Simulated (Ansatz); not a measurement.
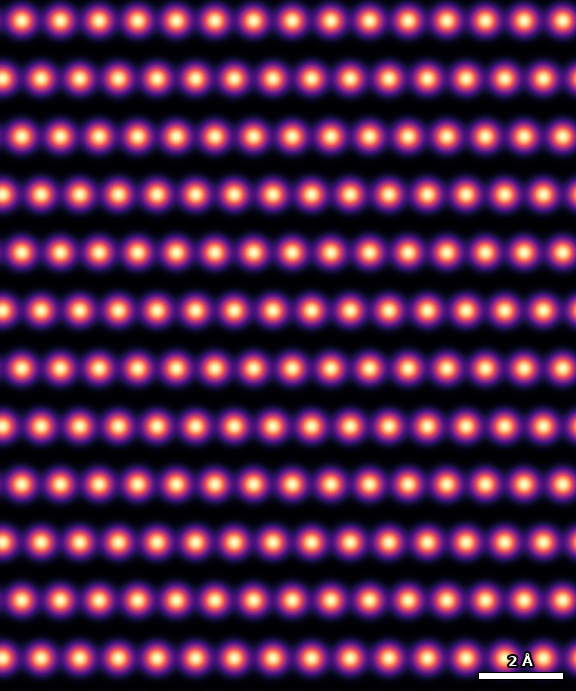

Z-contrast image of Al. The image is simulated as a sum over atoms of Z^1.7, blurred by a 0.53 Å probe (no channelling). The probe carries 25 % of its weight in a tail 2.5 times as wide.

What two-dimensional lattice does the image show, and how large is its cell?

Answer. The pattern repeats on a centred rectangular net of 0.9 × 2.8 Å.

Which plane group does this projection have?

Answer. c2mm: perpendicular mirror lines on a centred net, with further twofold points between them.

How many columns does the smallest repeating cell hold, and how many levels of brightness?

Answer. 1 column in the primitive cell of 1.3 Å², all of one brightness.

The crystal is Al (Fm-3m, No. 225) seen along [221]. Structure: the input geometry of an electronic-structure calculation (not necessarily at equilibrium).
